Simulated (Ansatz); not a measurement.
# Run report: InPH5ClO2, nudged elastic band (part 2 of 2)

Continued. System: InPH5ClO2. Method: RKS revPBE-D4/def2-SVP (Ansatz 0.2.0). It belongs to a series of runs on one base structure; here: band between the two ends.

Geometry of the input (Å):
```
In 0.1252  -0.1469  0.0631
Cl -0.1840  -1.2569  2.1585
O  2.0004  0.0843  -0.6667
H  2.6263  -0.2609  0.0026
O  -1.4972  0.3327  -1.0509
H  -2.2933  0.0705  -0.5444
P  0.2304  2.9723  1.2238
H  1.3163  2.3373  0.5144
H  -0.7707  2.4881  0.3025
H  0.0572  1.8683  2.1378
```

## Log, continued
```
NEB iter  37: max|band force component| = 1.963e-1 eV/Å  barrier→ = 0.9627 eV  barrier← = 0.4074 eV  CI = image 4  Δτ_max = 0.0300 Å  (164 SCF iters)
the calculation of the forces begins
reference -31147.66254508 eV, -1144.6554858876 hartree; 37, 37 occupied and 78, 78 virtual orbitals, 1294 factors
1294 factors; their error is unknown
mean field evaluation 2112: about -31133.5525 eV, gradient 8.4e1 eV
mean field -31147.20846817 eV, -1144.6387988690 hartree, gradient 1.8e-5 eV, S^2 0.000000; 1 other end points of the search recorded, 0 dependent functions left out
the calculation of the forces begins
reference -31147.20853217 eV, -1144.6388012211 hartree; 37, 37 occupied and 78, 78 virtual orbitals, 1294 factors
NEB iter  38: max|band force component| = 2.249e-2 eV/Å  barrier→ = 0.9627 eV  barrier← = 0.4074 eV  CI = image 4  Δτ_max = 0.0000 Å  (375 SCF iters)
```

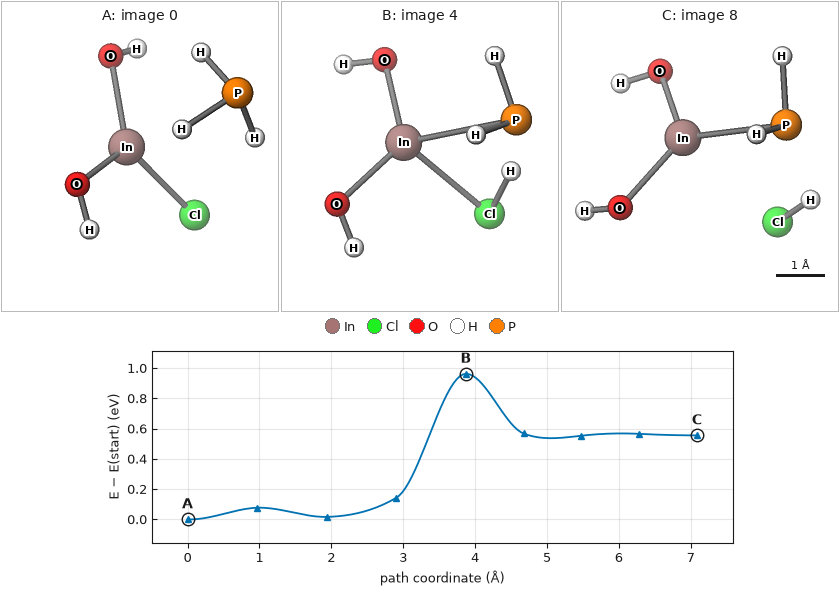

*Images of the last band (counted from 0; ball-and-stick, seen at a tilt) above the energy along the path; the line is a cubic interpolation that uses the forces.*

The highest image is number 4, 0.963 eV above the start and 0.407 eV above the end (the climbing image); the end lies 0.555 eV above the start. A further maximum stands at image 1, 0.077 eV from the start, so the path isn't one elementary step. A further maximum stands at image 7, 0.565 eV from the start, so the path isn't one elementary step. The path is 7.09 Å long. The band converged in 38 iterations.

```
Total energy: -31147.82606001 eV, -1144.6614949506 hartree
Atom 0 at     0.242047     0.389419     0.002377 Å, force    -0.000013    -0.000012     0.000014 eV/Å
Atom 1 at    -0.544335    -0.438216     2.409430 Å, force     0.000051     0.000027    -0.000031 eV/Å
Atom 2 at     2.225232     0.071539    -0.295460 Å, force     0.000018     0.000016     0.000003 eV/Å
Atom 3 at     2.331123    -0.723463    -0.856497 Å, force    -0.000026    -0.000034    -0.000013 eV/Å
Atom 4 at    -1.246579    -0.108876    -1.292939 Å, force    -0.000005    -0.000017     0.000199 eV/Å
Atom 5 at    -2.021589    -0.383782    -0.762105 Å, force     0.000018     0.000035    -0.000168 eV/Å
Atom 6 at     0.115572     2.680617     1.495823 Å, force    -0.000029    -0.000036    -0.000049 eV/Å
Atom 7 at     1.436288     2.769711     0.943821 Å, force     0.000007     0.000013    -0.000000 eV/Å
Atom 8 at    -0.648192     3.101322     0.356592 Å, force    -0.000003    -0.000002     0.000037 eV/Å
Atom 9 at    -0.278867     1.130531     2.139761 Å, force    -0.000018     0.000009     0.000009 eV/Å
Dipole moment:    -0.125434     0.193397    -0.067871 e Å
this run last wrote the band of iteration 38 to [file]
```

## The last band as extended XYZ (Å, eV, eV/Å)
```
10
Properties=species:S:1:pos:R:3:forces:R:3 image=0 energy=-31148.78865
In    0.1252   -0.1469    0.0631   -0.0016   0.0100   0.0048
Cl   -0.1840   -1.2569    2.1585    0.0012   0.0059  -0.0056
O     2.0004    0.0843   -0.6667    0.0096  -0.0026   0.0124
H     2.6263   -0.2609    0.0026   -0.0171   0.0040  -0.0126
O    -1.4972    0.3327   -1.0509   -0.0083  -0.0089   0.0193
H    -2.2933    0.0705   -0.5444    0.0183   0.0081  -0.0113
P     0.2304    2.9723    1.2238   -0.0025  -0.0217  -0.0112
H     1.3163    2.3373    0.5144    0.0002   0.0013   0.0086
H    -0.7707    2.4881    0.3025   -0.0014   0.0025   0.0048
H     0.0572    1.8683    2.1378    0.0017   0.0014  -0.0091
10
Properties=species:S:1:pos:R:3:forces:R:3 image=1 energy=-31148.71168
In    0.1665   -0.0742    0.2366   -0.0006   0.0008  -0.0033
Cl   -0.3467   -1.1497    2.3089    0.0038  -0.0033  -0.0042
O     2.0920    0.2852   -0.2959   -0.0019   0.0033  -0.0068
H     2.4953   -0.5222   -0.6723    0.0054  -0.0055   0.0142
O    -1.3614    0.2488   -1.0635   -0.0032   0.0028   0.0008
H    -2.1853   -0.0861   -0.6549   -0.0022   0.0023   0.0021
P     0.1693    2.9925    1.2468   -0.0003  -0.0003  -0.0001
H     1.3492    2.4287    0.6407   -0.0010   0.0010  -0.0025
H    -0.7338    2.4799    0.2431   -0.0017  -0.0004   0.0005
H    -0.0343    1.8859    2.1514    0.0017  -0.0007  -0.0007
10
Properties=species:S:1:pos:R:3:forces:R:3 image=2 energy=-31148.77220
In    0.1916   -0.1975    0.3377   -0.0007  -0.0048   0.0035
Cl   -0.5065   -0.9795    2.4724    0.0015  -0.0109   0.0001
O     2.1782   -0.0738   -0.0500   -0.0011  -0.0007   0.0027
H     2.2816    0.0761   -1.0122    0.0014   0.0117   0.0048
O    -1.1845    0.0800   -1.1322    0.0005   0.0074   0.0036
H    -2.0630   -0.1671   -0.7786   -0.0014   0.0096   0.0007
P     0.1847    3.0000    1.2281    0.0005   0.0002  -0.0097
H     1.3554    2.3151    0.7338   -0.0010  -0.0077  -0.0051
H    -0.6741    2.4882    0.1867   -0.0011  -0.0136  -0.0043
H    -0.1526    1.9474    2.1551    0.0015   0.0089   0.0036
10
Properties=species:S:1:pos:R:3:forces:R:3 image=3 energy=-31148.64535
In    0.1984   -0.0146    0.1980   -0.0163  -0.1391   0.0660
Cl   -0.5047   -0.7871    2.3657   -0.0003  -0.1275  -0.0237
O     2.1825    0.1227   -0.1971   -0.0163   0.0103   0.0381
H     2.3773   -0.4972   -0.9300    0.0122   0.0731  -0.0254
O    -1.2479   -0.0261   -1.2265    0.0004   0.0446   0.0134
H    -2.0575   -0.3739   -0.7991   -0.0151   0.0207  -0.0268
P     0.1422    2.9817    1.4972    0.0153   0.1000   0.0091
H     1.3663    2.5694    0.8590   -0.0159  -0.0790  -0.0157
H    -0.6714    2.8323    0.3168    0.0042  -0.0889  -0.0060
H    -0.1745    1.6816    2.0567    0.0317   0.1859  -0.0291
10
Properties=species:S:1:pos:R:3:forces:R:3 image=4 energy=-31147.82600
In    0.2420    0.3894    0.0024    0.0000   0.0000   0.0000
Cl   -0.5443   -0.4382    2.4094    0.0001   0.0000   0.0000
O     2.2252    0.0715   -0.2955    0.0000   0.0000   0.0000
H     2.3311   -0.7235   -0.8565    0.0000   0.0000   0.0000
O    -1.2466   -0.1089   -1.2929    0.0000   0.0000   0.0002
H    -2.0216   -0.3838   -0.7621    0.0000   0.0000  -0.0002
P     0.1156    2.6806    1.4958    0.0000   0.0000   0.0000
H     1.4363    2.7697    0.9438    0.0000   0.0000   0.0000
H    -0.6482    3.1013    0.3566    0.0000   0.0000   0.0000
H    -0.2789    1.1305    2.1398    0.0000   0.0000   0.0000
10
Properties=species:S:1:pos:R:3:forces:R:3 image=5 energy=-31148.22076
In    0.2503    0.5493   -0.1403    0.0312   0.0529  -0.0633
Cl   -0.5220   -0.4717    2.5927   -0.0137  -0.0090   0.0498
O     2.1581   -0.0805   -0.4525   -0.0094  -0.0267  -0.0254
H     2.1564   -0.9037   -0.9793   -0.0188  -0.0277  -0.0105
O    -1.2525   -0.2780   -1.2425    0.0244  -0.0680  -0.0069
H    -2.0805   -0.2532   -0.7229    0.0076   0.0260  -0.0139
P     0.2139    2.6455    1.3127   -0.0031  -0.0131  -0.0556
H     1.5318    3.0078    0.8729   -0.0036   0.0833  -0.0015
H    -0.5072    3.4244    0.3464    0.0181   0.0864  -0.0083
H    -0.3375    0.8489    2.5536   -0.0327  -0.1041   0.1357
10
Properties=species:S:1:pos:R:3:forces:R:3 image=6 energy=-31148.23536
In    0.2892    0.6504   -0.1783    0.0048   0.0004  -0.0166
Cl   -0.5178   -0.5116    2.6540    0.0046   0.0093  -0.0074
O     2.1263   -0.0687   -0.6847   -0.0022   0.0135   0.0004
H     1.9864   -0.8526   -1.2537    0.0159  -0.0049   0.0148
O    -1.2323   -0.3329   -1.1259    0.0156  -0.0326  -0.0159
H    -1.8880   -0.6189   -0.4600   -0.0320   0.0489   0.0160
P     0.1602    2.7647    1.2288    0.0012  -0.0090   0.0254
H     1.5467    3.0849    1.0097   -0.0134  -0.0082  -0.0118
H    -0.3147    3.5834    0.1432   -0.0057  -0.0225   0.0079
H    -0.5454    0.7901    2.8075    0.0112   0.0052  -0.0127
10
Properties=species:S:1:pos:R:3:forces:R:3 image=7 energy=-31148.22317
In    0.2459    0.6611   -0.1302   -0.0032  -0.0010  -0.0025
Cl   -0.3890   -0.4883    2.6749    0.0051  -0.0038   0.0028
O     2.0425   -0.2264   -0.5164    0.0011  -0.0016   0.0064
H     1.9261   -0.8884   -1.2267   -0.0058  -0.0055   0.0020
O    -1.4631    0.0003   -1.0450   -0.0020   0.0133   0.0019
H    -1.6127   -0.9311   -0.7870    0.0064  -0.0095  -0.0166
P     0.2067    2.7835    1.2618    0.0022  -0.0006  -0.0009
H     1.5174    3.2109    0.8511   -0.0014   0.0010  -0.0062
H    -0.4903    3.5480    0.2618   -0.0045  -0.0009   0.0064
H    -0.3728    0.8193    2.7965    0.0021   0.0086   0.0066
10
Properties=species:S:1:pos:R:3:forces:R:3 image=8 energy=-31148.23341
In    0.2005    0.6491   -0.0967    0.0029  -0.0024  -0.0049
Cl   -0.1861   -0.4255    2.8203   -0.0015   0.0041   0.0013
O     1.9858   -0.2427   -0.5276   -0.0079   0.0066   0.0047
H     1.8370   -1.0854   -0.9998    0.0019  -0.0047  -0.0026
O    -1.5602    0.0038   -0.9041    0.0040   0.0068   0.0036
H    -1.4458   -0.8799   -1.3056   -0.0003  -0.0047  -0.0024
P     0.1985    2.7966    1.2494    0.0041   0.0210  -0.0265
H     1.4062    3.2991    0.6473   -0.0210  -0.0075   0.0085
H    -0.6832    3.4905    0.3465    0.0164  -0.0136   0.0166
H    -0.1419    0.8833    2.9111    0.0015  -0.0057   0.0017
```

## Summary

- outcome: converged
- barrier, forward: 0.963 eV
- barrier, backward: 0.407 eV
- wall time: 5.5 min (CPU time 20 min)
- peak memory: 0.18 GiB

The order of the saddle point was not checked.
